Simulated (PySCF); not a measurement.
# C$_{5}$H$_{11}$F$_{2}$NSi: NMR shielding calculation

The run: NMR shielding calculation of C$_{5}$H$_{11}$F$_{2}$NSi. Method and program: GIAO PBE0/pcSseg-1 NMR shielding, non-relativistic, gas phase (PySCF 2.14.0).

The geometry comes from this level: GFN2-xTB. It belongs to a series of runs on one base structure; here: H on C replaced by CHF2. Figures and captions count atoms from 1; the log counts them from 0 in places.

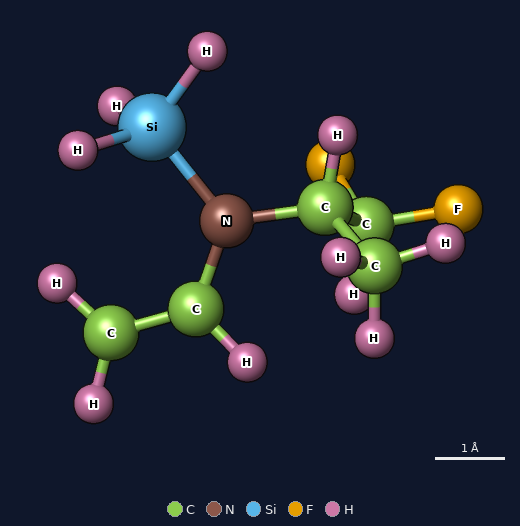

Figure 1. The structure as given in the input (ball-and-stick view, seen at a tilt). Bond lengths as drawn: C–C 1.33 to 1.54 Å, C–F 1.36 Å, C–H 1.07 to 1.10 Å, C–N 1.38 to 1.44 Å, H–Si 1.46 Å and N–Si 1.74 Å.

## Summary

- outcome: converged
- total energy: −740.399264 hartree
- HOMO: −6.22 eV
- LUMO: 0.55 eV
- dipole moment: 1.64 D
- isotropic shielding, C: 44.8 to 170.5 ppm
- isotropic shielding, N: 190.4 ppm
- isotropic shielding, Si: 396.6 ppm
- isotropic shielding, F: 312.9 to 319.6 ppm
- isotropic shielding, H: 25.3 to 30.6 ppm
- hardware: 1 CPU thread, shared host
- wall time: 46 s
- peak memory: 1.1 GiB

## The input
```
{"job": {"kind": "nmr", "xc": "PBE0", "basis": "pcSseg-1"}, "charge": 0, "multiplicity": 1}
C      2.170690    -0.691849    -1.307259
C      0.919023    -0.343961    -1.041148
N      0.466878     0.258634     0.119265
Si     1.564187     0.751865     1.379798
C     -0.961130     0.264173     0.337199
C     -1.762486     0.962790    -0.763210
C     -1.463103    -1.173167     0.536129
F     -2.794761    -1.193086     0.790301
F     -0.867170    -1.730407     1.618181
H      2.423182    -1.122430    -2.258737
H      2.971707    -0.564290    -0.602796
H      0.156635    -0.517726    -1.789275
H      0.738061     1.526436     2.303526
H      2.571452     1.602605     0.747236
H      2.168981    -0.396834     2.055234
H     -1.147053     0.786257     1.280650
H     -2.795091     1.076208    -0.443949
H     -1.337337     1.946009    -0.945734
H     -1.754721     0.399805    -1.692988
H     -1.273093    -1.830354    -0.325458
```

The first line tells a small driver script what to run in PySCF; the rest is the geometry in Å.

Launch command:
```bash
OMP_NUM_THREADS=1 python <driver script> task.json out
```

## What the program printed
```
coarse grid: 17112 points
cycle   1  E = -740.2292696072  dE =  1.091e+00  |g| = 7.486e-01  |ddm| = 3.905e+00
cycle   2  E = -740.1480407951  dE =  8.123e-02  |g| = 1.041e+00  |ddm| = 1.173e+00
cycle   3  E = -740.3326029324  dE = -1.846e-01  |g| = 9.392e-02  |ddm| = 7.111e-01
cycle   4  E = -740.3339754934  dE = -1.373e-03  |g| = 5.162e-02  |ddm| = 1.241e-01
cycle   5  E = -740.3345553609  dE = -5.799e-04  |g| = 1.608e-02  |ddm| = 5.492e-02
cycle   6  E = -740.3346103194  dE = -5.496e-05  |g| = 3.858e-03  |ddm| = 1.470e-02
cycle   7  E = -740.3346137453  dE = -3.426e-06  |g| = 4.787e-04  |ddm| = 3.439e-03
final grid: 161264 points
cycle   8  E = -740.3992461833  dE = -5.931e-05  |g| = 8.761e-03  |ddm| = 3.847e-02
cycle   9  E = -740.3992364289  dE =  9.754e-06  |g| = 1.140e-02  |ddm| = 1.695e-02
cycle  10  E = -740.3992635448  dE = -2.712e-05  |g| = 1.636e-03  |ddm| = 9.836e-03
cycle  11  E = -740.3992640682  dE = -5.234e-07  |g| = 4.416e-04  |ddm| = 1.616e-03
cycle  12  E = -740.3992641103  dE = -4.203e-08  |g| = 1.685e-04  |ddm| = 4.587e-04
cycle  13  E = -740.3992641158  dE = -5.521e-09  |g| = 3.183e-05  |ddm| = 1.502e-04
cycle  14  E = -740.3992641160  dE = -2.087e-10  |g| = 7.477e-06  |ddm| = 3.448e-05
```

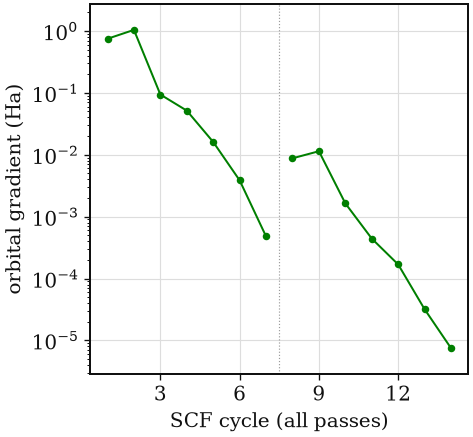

Figure 2. Convergence of the self-consistent field: orbital gradient against the SCF cycle. The dotted line marks the change from a coarse to the final integration grid. The first 7 cycles use a coarse grid, the final grid takes over at cycle 8, and the field converges after 14 cycles in all.

```
converged SCF energy = -740.3992641160

GIAO shielding tensors (ppm)
atom      isotropic    diamagn.    paramagn.     s11        s22        s33       span
  0 C       94.405     256.391    -161.987      7.126    109.540    166.548    159.421
  1 C       44.801     254.334    -209.532    -68.060     58.717    143.748    211.808
  2 N      190.402     331.370    -140.968    136.894    206.643    227.670     90.777
  3 Si     396.587     882.649    -486.062    346.943    373.912    468.905    121.961
  4 C      124.516     245.891    -121.376    109.125    118.172    146.250     37.125
  5 C      170.531     247.615     -77.084    150.159    173.867    187.567     37.408
  6 C       62.500     245.114    -182.614     44.548     69.805     73.148     28.601
  7 F      319.583     470.351    -150.768    223.137    341.469    394.142    171.005
  8 F      312.897     474.912    -162.016    224.520    342.821    371.349    146.829
  9 H       27.386      29.912      -2.526     25.250     25.469     31.439      6.189
 10 H       27.539      32.693      -5.153     24.691     25.121     32.806      8.115
 11 H       25.304      33.417      -8.113     21.412     23.752     30.748      9.335
 12 H       27.310      31.188      -3.878     23.740     26.691     31.499      7.759
 13 H       26.859      30.790      -3.931     23.661     24.612     32.305      8.644
 14 H       26.857      30.724      -3.867     23.325     24.822     32.424      9.099
 15 H       28.473      33.091      -4.618     24.468     29.848     31.103      6.635
 16 H       30.292      29.109       1.183     25.330     28.601     36.945     11.615
 17 H       30.632      30.166       0.466     26.404     28.608     36.884     10.479
 18 H       30.212      30.742      -0.530     26.032     29.164     35.440      9.407
 19 H       25.893      30.179      -4.286     24.110     26.094     27.476      3.366
```

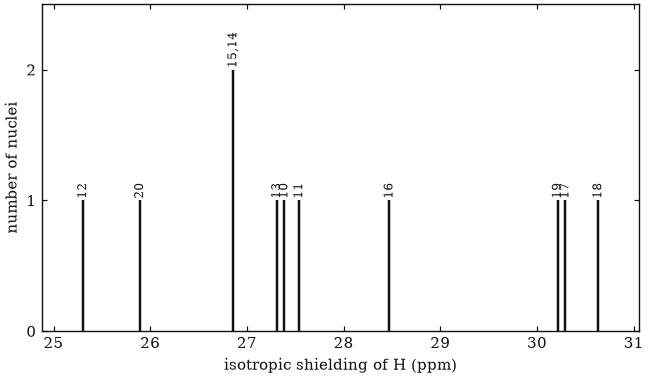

Figure 3. Isotropic shieldings of the hydrogen nuclei in this fixed geometry, labelled by atom number; shielding grows to the right, so chemical shift grows to the left. The least shielded is H12 (25.3 ppm), the most shielded H18 (30.6 ppm).

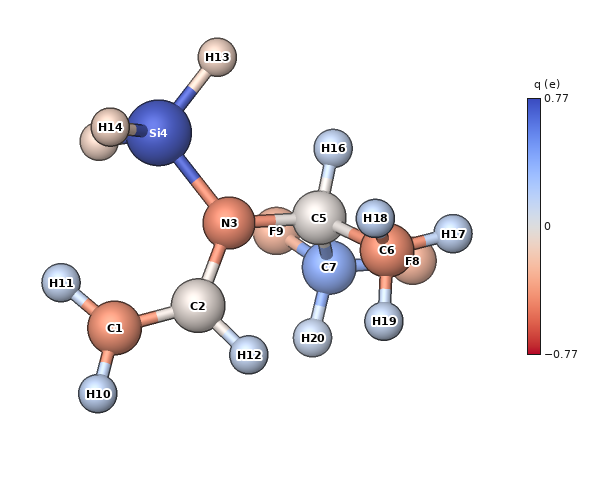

Figure 4. IAO charges, as the colour of each atom (ball-and-stick view, seen at a tilt; atoms are numbered from 1 in the order of the input). By element: C −0.43 to +0.44, N −0.45, Si +0.74, F −0.31 to −0.30 and H −0.13 to +0.16 e.
